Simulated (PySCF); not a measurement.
**NMR shielding calculation, with input and output: C₂H₁₀BN₃Si**

- system: C₂H₁₀BN₃Si
- method: GIAO PBE0/pcSseg-1 NMR shielding, non-relativistic, gas phase (PySCF 2.14.0)

The geometry comes from this level: GFN2-xTB. It belongs to a series of runs on one base structure; here: H on Si replaced by NH2. Figures and captions count atoms from 1; the log counts them from 0 in places.

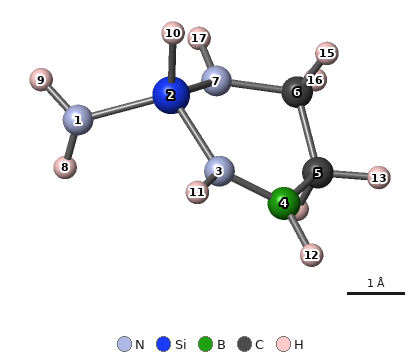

**Figure 1.** The input geometry (ball-and-stick view, seen at a tilt; atoms are numbered from 1 in the order of the input).

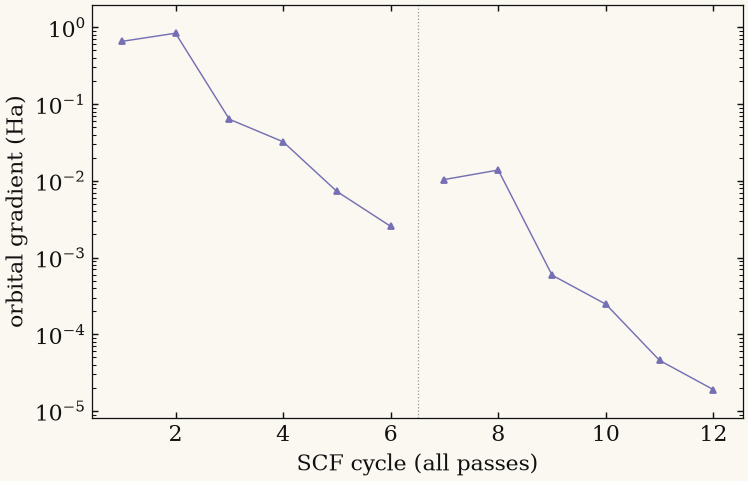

**Figure 2.** Convergence of the self-consistent field: orbital gradient against the SCF cycle. The dotted line marks the change from a coarse to the final integration grid. The first 6 cycles use a coarse grid, the final grid takes over at cycle 7, and the field converges after 12 cycles in all.

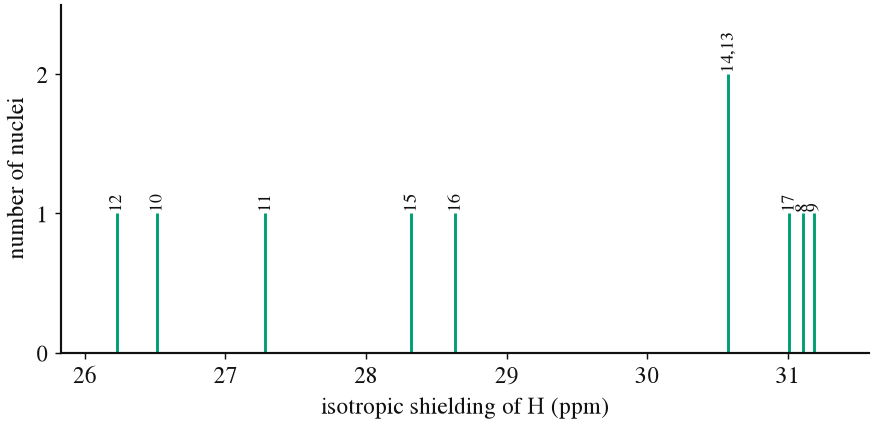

**Figure 3.** Isotropic shieldings of the hydrogen nuclei in this fixed geometry, labelled by atom number; shielding grows to the right, so chemical shift grows to the left. The least shielded is H12 (26.2 ppm), the most shielded H9 (31.2 ppm).

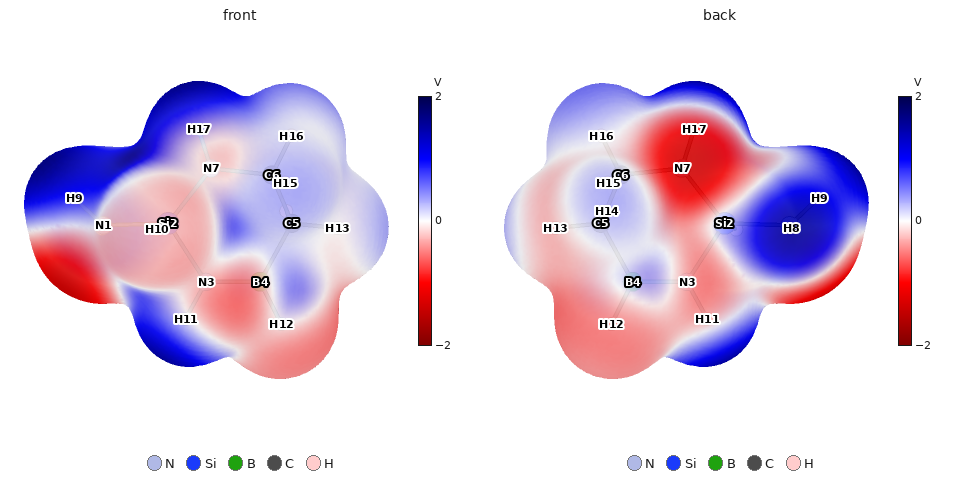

**Figure 4.** The molecular electrostatic potential painted on the density surface at 0.002 e/bohr³, seen at a tilt and from behind; the colour scale runs from red (negative) to blue (positive). A positive charge is drawn to the negative regions and a negative charge to the positive ones. Its dipole moment is 1.99 D.

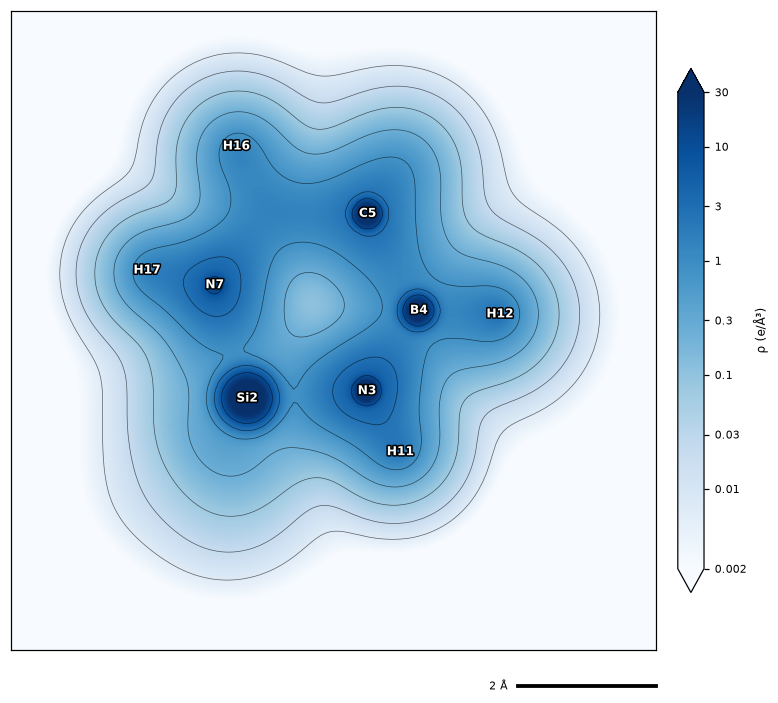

**Figure 5.** Total electron density on the plane of atoms Si2, N3 and H11. The section cuts through Si, N, B, C and H sites. C–B (1.59 Å): ρ is about 1.4 e/Å³ halfway. Si–N (1.72 Å): ρ at the midpoint is about 1.1 e/Å³. N–H (1.01 Å): ρ at the midpoint is about 2.8 e/Å³, with its minimum of 2.3 e/Å³ about 0.8 Å from N.

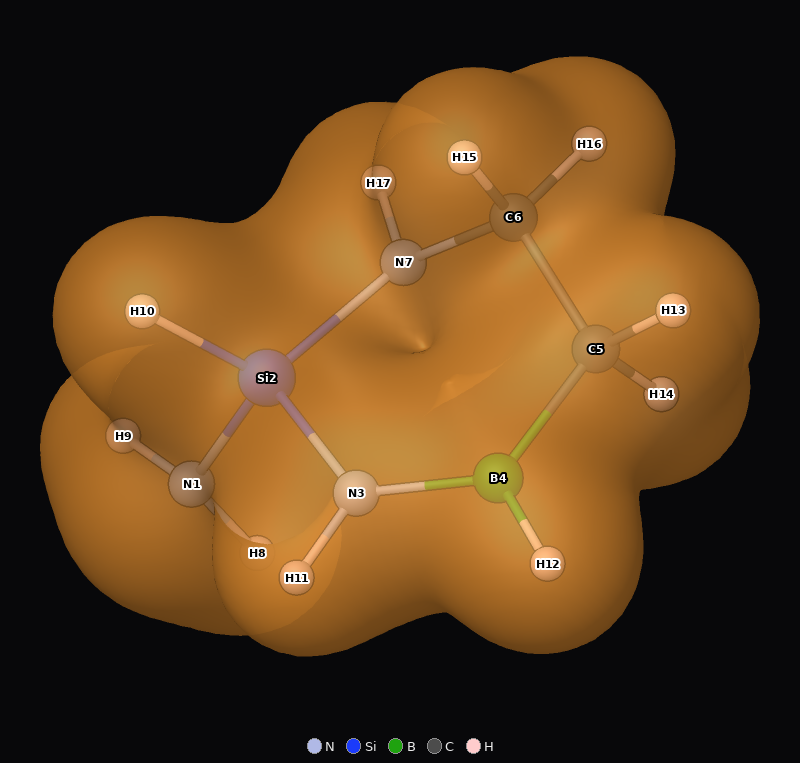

**Figure 6.** Isosurface of the electron density at 0.1 e/Å³ (orange), seen at a tilt. At this value the surface is in one piece. On the grid the lowest density along these lines, outside the cores, is 1.5 e/Å³ (B–N, 1.39 Å), 1.8 e/Å³ (C–N, 1.46 Å), 1.6 e/Å³ (C–C, 1.53 Å) and 1.2 e/Å³ (C–B, 1.59 Å).

These pictures come from the run below.

Input file
```
{"job": {"kind": "nmr", "xc": "PBE0", "basis": "pcSseg-1"}, "charge": 0, "multiplicity": 1}
N      2.573224    -0.518223     1.056972
Si     1.308739    -0.095180    -0.035245
N      0.176928    -1.418791    -0.069915
B     -1.199170    -1.325005     0.093843
C     -1.854022     0.090809     0.405030
C     -1.047768     1.311321    -0.038148
N      0.322592     1.228603     0.444941
H      2.318677    -0.792310     1.992526
H      3.381572     0.078676     1.087655
H      1.958069     0.006191    -1.351643
H      0.585428    -2.326132    -0.230646
H     -1.865758    -2.294237     0.059372
H     -2.855853     0.172454    -0.022368
H     -1.983959     0.148647     1.490251
H     -1.076567     1.383826    -1.135547
H     -1.500993     2.223628     0.365468
H      0.751860     2.137752     0.527007
```

The first line tells a small driver script what to run in PySCF; the rest is the geometry in Å.

Command:
```bash
OMP_NUM_THREADS=1 python <driver script> task.json out
```

Output
```
coarse grid: 14272 points
cycle   1  E = -560.3416715272  dE =  8.418e-01  |g| = 6.565e-01  |ddm| = 3.679e+00
cycle   2  E = -560.2853455077  dE =  5.633e-02  |g| = 8.393e-01  |ddm| = 1.244e+00
cycle   3  E = -560.4382492908  dE = -1.529e-01  |g| = 6.358e-02  |ddm| = 7.562e-01
cycle   4  E = -560.4389763254  dE = -7.270e-04  |g| = 3.228e-02  |ddm| = 8.136e-02
cycle   5  E = -560.4392120570  dE = -2.357e-04  |g| = 7.275e-03  |ddm| = 2.825e-02
cycle   6  E = -560.4392219758  dE = -9.919e-06  |g| = 2.552e-03  |ddm| = 6.671e-03
final grid: 132248 points
cycle   7  E = -560.4704594475  dE = -3.144e-05  |g| = 1.041e-02  |ddm| = 2.622e-02
cycle   8  E = -560.4704423988  dE =  1.705e-05  |g| = 1.383e-02  |ddm| = 1.959e-02
cycle   9  E = -560.4704832256  dE = -4.083e-05  |g| = 5.903e-04  |ddm| = 1.101e-02
cycle  10  E = -560.4704832910  dE = -6.544e-08  |g| = 2.470e-04  |ddm| = 6.580e-04
cycle  11  E = -560.4704833043  dE = -1.329e-08  |g| = 4.567e-05  |ddm| = 2.203e-04
cycle  12  E = -560.4704833047  dE = -3.822e-10  |g| = 1.901e-05  |ddm| = 5.356e-05
converged SCF energy = -560.4704833047

GIAO shielding tensors (ppm)
atom      isotropic    diamagn.    paramagn.     s11        s22        s33       span
  0 N      236.977     318.194     -81.218    210.894    230.861    269.174     58.280
  1 Si     387.595     881.023    -493.428    339.966    403.931    418.888     78.922
  2 N      137.680     324.812    -187.133     31.061    156.692    225.286    194.224
  3 B       54.594     192.494    -137.900     12.668     35.338    115.776    103.108
  4 C      162.369     250.349     -87.980    145.168    166.205    175.734     30.566
  5 C      144.233     243.855     -99.622    123.720    141.449    167.531     43.811
  6 N      219.015     324.512    -105.498    195.073    226.394    235.577     40.504
  7 H       31.106      31.418      -0.311     24.520     27.192     41.607     17.087
  8 H       31.184      29.714       1.470     24.659     26.727     42.166     17.508
  9 H       26.514      30.011      -3.496     23.078     24.278     32.187      9.109
 10 H       27.286      30.604      -3.318     22.666     25.919     33.273     10.607
 11 H       26.227      29.548      -3.321     25.339     26.228     27.114      1.775
 12 H       30.581      30.040       0.541     26.143     28.339     37.259     11.116
 13 H       30.572      30.580      -0.007     27.147     28.693     35.876      8.729
 14 H       28.322      30.847      -2.525     23.014     27.838     34.115     11.102
 15 H       28.636      29.646      -1.010     22.899     28.077     34.930     12.031
 16 H       31.009      33.180      -2.170     22.971     29.140     40.917     17.947
```

Summary

```tsv
quantity	value
outcome	converged
total energy	−560.470483 hartree
HOMO	−6.64 eV
LUMO	0.56 eV
dipole moment	1.99 D
isotropic shielding, N	137.7 to 237.0 ppm
isotropic shielding, Si	387.6 ppm
isotropic shielding, B	54.6 ppm
isotropic shielding, C	144.2 to 162.4 ppm
isotropic shielding, H	26.2 to 31.2 ppm
hardware	1 CPU thread, shared host
wall time	56 s
peak memory	0.8 GiB
```
